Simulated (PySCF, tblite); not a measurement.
# C₁₁H₈O₂: excited states

Aim: compute the excited states of C₁₁H₈O₂ (`O=C1C=CC2(C=C1)C=CC(=O)C=C2`).

Computed with tblite 0.8.0 and PySCF 2.14.0 and routines of our own; the level stands in each step. Atoms count from 0.

## (1) The starting structure

21 atoms, charge 0, multiplicity 1; geometry from: force field or distance geometry start.

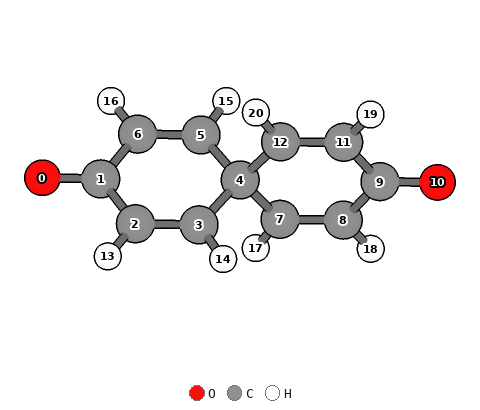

The starting geometry (oxygen red, carbon grey, hydrogen white).

## (2) Geometry optimisation with GFN2-xTB

Job settings and geometry (Å):

```
{"job": {"kind": "relax", "xc": "GFN2-xTB", "basis": "xTB"}, "charge": 0, "multiplicity": 1}
O      4.185400    -0.258900    -0.164700
C      2.951500    -0.176800    -0.126200
C      2.284900     1.083900     0.226100
C      0.936200     1.167600     0.263800
C     -0.001600    -0.001900     0.005700
C      0.759500    -1.265500    -0.344500
C      2.102700    -1.353000    -0.399900
C     -0.873700     0.366300    -1.179000
C     -2.213200     0.442700    -1.139600
C     -2.961500     0.179800     0.117400
O     -4.180800     0.253900     0.158700
C     -2.165200    -0.181300     1.308800
C     -0.828600    -0.256300     1.255900
H      2.918800     1.937900     0.422200
H      0.477200     2.124000     0.528400
H      0.174200    -2.154900    -0.543200
H      2.616000    -2.274500    -0.639800
H     -0.380600     0.559800    -2.128300
H     -2.815300     0.710700    -2.000400
H     -2.711600    -0.367600     2.223600
H     -0.283300    -0.518900     2.154700
```

Started as:

```
$ OMP_NUM_THREADS=1 python excited_run.py task.json out
```

The driver reads the jobs from task.json and runs them one after another.

Standard output:

```text
step      E/eV     max force
  0    -970.35318    1.613
  1    -970.39361    1.493
  2    -970.43172    0.358
  3    -970.44873    0.300
  4    -970.46692    0.598
  5    -970.47170    0.168
  6    -970.47385    0.116
  7    -970.47573    0.151
  8    -970.47762    0.137
  9    -970.47917    0.104
 10    -970.48017    0.101
 11    -970.48082    0.079
 12    -970.48128    0.076
 13    -970.48170    0.054
 14    -970.48206    0.072
 15    -970.48238    0.052
 16    -970.48255    0.021
 17    -970.48259    0.006
```

Wall time 0.14 s (1 thread of Arm Neoverse V2, shared host).

The steps of the relaxation:

```tsv
step	energy from step 0 (eV)	largest force (eV/Å)
0	0.0000	1.6128
1	-0.0404	1.4933
2	-0.0785	0.3579
3	-0.0956	0.2998
4	-0.1137	0.5980
5	-0.1185	0.1677
6	-0.1207	0.1155
7	-0.1226	0.1513
8	-0.1244	0.1375
9	-0.1260	0.1045
10	-0.1270	0.1006
11	-0.1276	0.0792
12	-0.1281	0.0762
13	-0.1285	0.0536
14	-0.1289	0.0717
15	-0.1292	0.0518
16	-0.1294	0.0206
17	-0.1294	0.0065
```

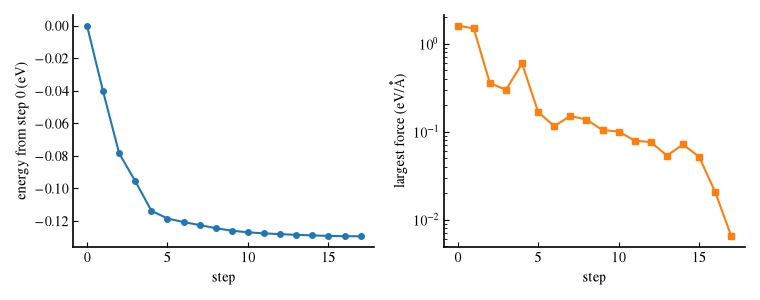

Energy and largest force along the relaxation.

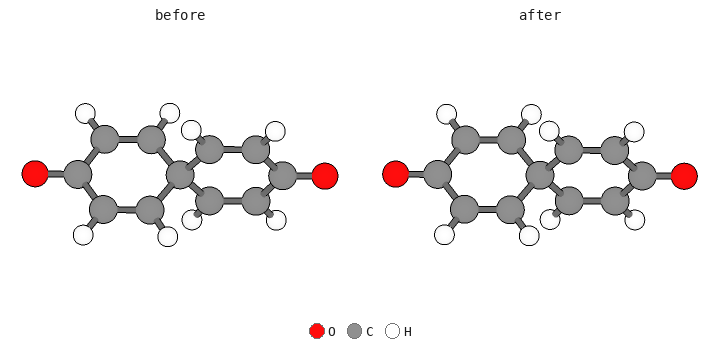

The geometry before (left) and after (right).

Close pairs (by a distance rule), those that changed most:

```tsv
bond	before (Å)	after (Å)	change (Å)
C2–C3	1.352	1.330	-0.022
O0–C1	1.237	1.215	-0.022
C5–C6	1.347	1.330	-0.018
C3–C4	1.521	1.504	-0.017
C4–C12	1.520	1.504	-0.016
C8–C9	1.486	1.472	-0.014
C7–C8	1.342	1.330	-0.013
C4–C7	1.516	1.504	-0.012
```

The next job starts from the end point, and lists it.

## (3) Vibrational analysis with GFN2-xTB

Job settings and geometry (Å):

```
{"job": {"kind": "ir", "xc": "GFN2-xTB", "basis": "xTB"}, "charge": 0, "multiplicity": 1}
O      4.165380    -0.254913    -0.167560
C      2.953505    -0.180313    -0.118551
C      2.249638     1.068192     0.216582
C      0.924061     1.156845     0.272711
C     -0.000372     0.001424     0.001840
C      0.750904    -1.257300    -0.335773
C      2.077413    -1.331685    -0.388560
C     -0.866174     0.359612    -1.175256
C     -2.192268     0.438781    -1.116901
C     -2.954543     0.180290     0.115438
O     -4.166651     0.252235     0.162052
C     -2.136531    -0.172438     1.287060
C     -0.810049    -0.253511     1.243649
H      2.877741     1.924352     0.417915
H      0.430730     2.087048     0.520533
H      0.129104    -2.118966    -0.537366
H      2.577442    -2.256992    -0.636750
H     -0.329061     0.553770    -2.093957
H     -2.777263     0.699940    -1.987360
H     -2.680834    -0.365132     2.200483
H     -0.231093    -0.514295     2.119299
```

Standard output:

```text
mode    cm-1     km/mol
  1      25.4      7.81
  2      25.4      7.79
  3     156.1      0.16
  4     156.4      2.55
  5     156.5      2.41
  6     261.6      0.00
  7     323.1      0.00
  8     382.3      3.09
  9     382.4      3.15
 10     434.2      0.00
 11     447.7     14.45
 12     447.7     14.54
 13     499.0      5.47
 14     571.8      1.55
 15     571.8      1.56
 16     654.0      0.13
 17     654.0      0.13
 18     688.8      0.00
 19     764.2      0.00
 20     783.5     26.12
 21     792.0      0.00
 22     809.5      0.00
 23     850.1     50.68
 24     850.3     50.60
 25     909.4      0.03
 26     915.3      0.00
 27     936.6      0.03
 28     937.4      0.32
 29     937.6      0.49
 30     937.8      0.31
 31    1042.7    103.26
 32    1061.8     17.53
 33    1061.9     17.49
 34    1177.8      0.00
 35    1182.6      3.40
 36    1197.3     38.97
 37    1197.3     39.06
 38    1232.9     10.29
 39    1233.0     10.17
 40    1325.7      0.34
 41    1326.3     28.46
 42    1326.4     28.71
 43    1336.4     44.38
 44    1651.8      2.47
 45    1651.9      2.48
 46    1661.2    611.16
 47    1689.6      0.01
 48    1699.9    717.84
 49    1704.7      0.05
 50    3059.9     17.93
 51    3060.6     17.19
 52    3061.4     11.54
 53    3062.7      3.38
 54    3084.4     11.74
 55    3084.8     16.98
 56    3086.0     23.09
 57    3086.3     21.33
```

Wall time 0.88 s (1 thread of Arm Neoverse V2, shared host).

The strongest bands and the atoms that carry them (share of the mass-weighted mode):

```tsv
cm⁻¹	km/mol	atoms
850	50.7	C1 28 %, H13 12 %, H16 12 %, H14 11 %
850	50.6	C9 28 %, H18 12 %, H19 12 %, H17 11 %
1043	103.3	C4 66 %
1197	39.1	C9 24 %, C4 23 %, H17 13 %, H20 13 %
1197	39.0	C1 24 %, C4 23 %, H15 13 %, H14 13 %
1336	44.4	H14 11 %, H17 11 %, H20 11 %, H15 10 %
1661	611.2	C11 13 %, C6 13 %, C8 12 %, C2 12 %
1700	717.8	C1 29 %, C9 28 %, O0 18 %, O10 18 %
```

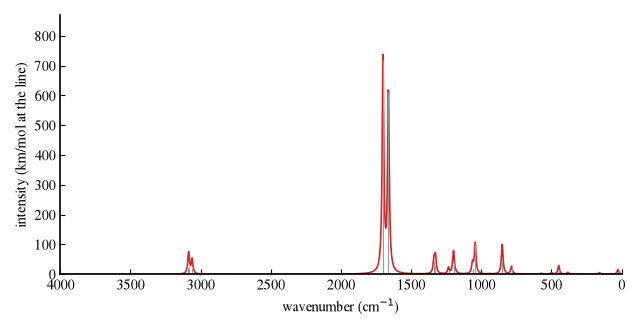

The infrared spectrum from these modes, unscaled. Lines are broadened to a width of 14 cm⁻¹ (Lorentzian).

## (4) Excited states: TDA CAM-B3LYP/def2-SVP

The job, as its differences from that of step 3:

```diff
@@ -1,2 +1,2 @@
-{"job": {"kind": "ir", "xc": "GFN2-xTB", "basis": "xTB"}, "charge": 0, "multiplicity": 1}
+{"job": {"kind": "states", "xc": "CAM-B3LYP", "basis": "def2-SVP", "tda": true, "soc": true, "nstates": 8, "ntriplets": 4, "nquad": 4}, "charge": 0, "multiplicity": 1}
 O      4.165380    -0.254913    -0.167560
```

Level: TDA CAM-B3LYP/def2-SVP excited states, vertical, gas phase, spin-orbit mean-field couplings.

Standard output:

```text
coarse grid: 19080 points
cycle   1  E = -573.2014838454  dE =  3.026e+00  |g| = 1.192e+00  |ddm| = 6.027e+00
cycle   2  E = -572.4660474982  dE =  7.354e-01  |g| = 2.263e+00  |ddm| = 5.296e+00
cycle   3  E = -573.5182182361  dE = -1.052e+00  |g| = 1.277e-01  |ddm| = 4.018e+00
cycle   4  E = -573.5210564801  dE = -2.838e-03  |g| = 9.870e-02  |ddm| = 2.588e-01
cycle   5  E = -573.5234524533  dE = -2.396e-03  |g| = 3.279e-02  |ddm| = 1.610e-01
cycle   6  E = -573.5237134372  dE = -2.610e-04  |g| = 9.929e-03  |ddm| = 3.974e-02
cycle   7  E = -573.5237446444  dE = -3.121e-05  |g| = 2.917e-03  |ddm| = 2.376e-02
cycle   8  E = -573.5237474043  dE = -2.760e-06  |g| = 8.321e-04  |ddm| = 9.233e-03
final grid: 188680 points
cycle   9  E = -573.6524357392  dE = -4.877e-05  |g| = 4.378e-03  |ddm| = 3.988e-02
cycle  10  E = -573.6524310466  dE =  4.693e-06  |g| = 6.657e-03  |ddm| = 1.307e-02
cycle  11  E = -573.6524405153  dE = -9.469e-06  |g| = 8.413e-04  |ddm| = 8.462e-03
cycle  12  E = -573.6524406639  dE = -1.486e-07  |g| = 1.495e-04  |ddm| = 1.151e-03
cycle  13  E = -573.6524406693  dE = -5.441e-09  |g| = 5.706e-05  |ddm| = 3.270e-04
cycle  14  E = -573.6524406700  dE = -7.058e-10  |g| = 1.850e-05  |ddm| = 7.621e-05
converged SCF energy = -573.6524406700

Singlet excitations
state   eV       nm        f     d(h-e)  d(exc)  Lambda  PR(NTO)  |dmu|/D   mu/D   main configurations
  1   3.6432   340.3   0.00000   0.211   2.589   0.484   1.949    0.504    0.504   H->L+1 0.51, H-1->L 0.36
  2   3.6447   340.2   0.00000   0.210   2.589   0.463   1.948    0.503    0.504   H-1->L 0.46, H->L+1 0.31, H-1->L+1 0.10
  3   5.5632   222.9   0.01522   0.098   3.433   0.610   1.096    0.268    0.269   H-2->L+1 0.81, H-2->L 0.13
  4   5.5633   222.9   0.01526   0.098   3.434   0.610   1.096    0.269    0.269   H-2->L 0.81, H-2->L+1 0.13
  5   5.6791   218.3   0.00057   0.836   3.747   0.298   1.154                     H->L+2 0.68, H-1->L+2 0.23
  6   5.6792   218.3   0.00058   0.836   3.747   0.298   1.154                     H-1->L+2 0.68, H->L+2 0.23
  7   6.0213   205.9   0.21793   0.005   4.005   0.624   2.981                     H-2->L+2 0.25, H-3->L+1 0.17, H-4->L 0.17
  8   6.0646   204.4   0.00000   0.009   4.403   0.704   2.059                     H-4->L 0.35, H-3->L+1 0.35, H-3->L 0.09

Triplet excitations (Tamm-Dancoff)
state   eV     d(h-e)  d(exc)  Lambda  PR(NTO)   main configurations
  1   3.0833   0.603   2.533   0.464   1.565   H->L+1 0.60, H-1->L 0.17, H->L 0.12
  2   3.0839   0.603   2.533   0.482   1.565   H-1->L 0.64, H->L+1 0.21
  3   3.6287   0.001   2.479   0.753   3.208   H-4->L 0.30, H-3->L+1 0.30, H-2->L+2 0.21
  4   3.7079   0.000   2.478   0.742   2.756   H-3->L 0.32, H-4->L+1 0.32, H-5->L+2 0.08
S1 - T1 = 0.5599 eV

Spin-orbit couplings |<S|Hso|T>| (cm-1)
             T1       T2       T3       T4
S0       66.201   19.288    0.018    0.029
S1        0.007    0.000   25.402    2.556
S2        0.003    0.004    2.341   27.652
S3        0.636    1.279    0.572    0.094
S4        0.605    1.289    0.573    0.093
S5        0.410    0.353    0.375    0.209
S6        0.339    0.422    0.372    0.207
S7        4.981   17.105    0.004    0.016
S8        0.009    0.033    0.010    4.980
T1 sublevels (cm-1): 0.000 0.000 0.331   radiative rates (1/s): 0.00901 0.000831 122
```

It took 76 s on 1 thread of Arm Neoverse V2, shared host; peak memory 1.1 GiB.

Key values:

```tsv
quantity	value
S1 less T1	0.56 eV
```

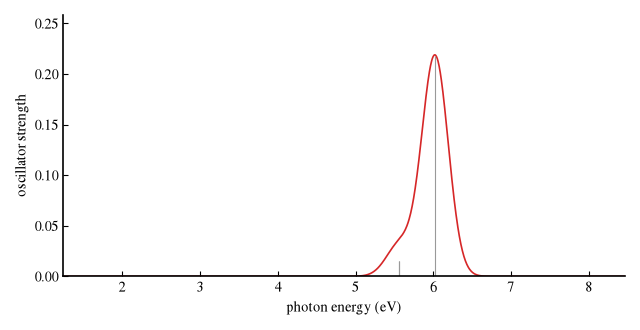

Absorption lines of the singlets. Lines are broadened to a width of 0.40 eV (Gaussian).

## (5) Results

| quantity | value |
| --- | --- |
| strongest single infrared mode (GFN2-xTB) | 1700 cm⁻¹, 718 km/mol |
| zero-point energy (GFN2-xTB) | 96.7 kcal/mol |
| S1 less T1 (step 4, TDA CAM-B3LYP/def2-SVP) | 0.56 eV |

**Reading.** All 57 modes are real, so the xTB geometry is a minimum. The strongest single mode, at 1700 cm⁻¹, is carried by C1, C9, O0, O10. GFN2-xTB is a fitted tight-binding method: band positions and strengths are rough. Its intensities can rank the bands wrongly. In step 4 some excited states are degenerate or nearly so. In step 4, the number of triplets below S1 is 3, and the largest singlet-triplet spin-orbit coupling is S0–T1, 66.20 cm⁻¹.
